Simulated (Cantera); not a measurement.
Charge: 1 mol PbO, 4.1 mol H2, 14 mol N2, equilibrated at 1.50 bar.

Method: chemical equilibrium by Gibbs-energy minimisation in Cantera with the NASA 1993 tables (ideal gas, pure condensed phases). Candidate condensed phases: H2O, Pb, PbO, PbO2, Pb3O4; 27 gas species. Equilibrium is a limit: real reactors are often held back by kinetics, nucleation or transport.

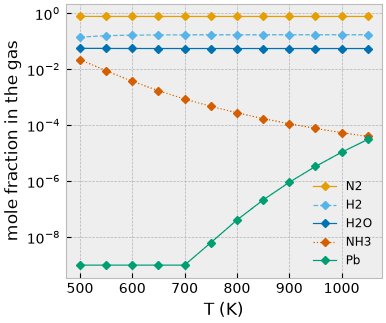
*Equilibrium gas composition (values under 1e-9 drawn at 1e-9)*

From 500 K to 600 K the condensed part is Pb(s). From 650 K to 1050 K the condensed part is Pb(l).
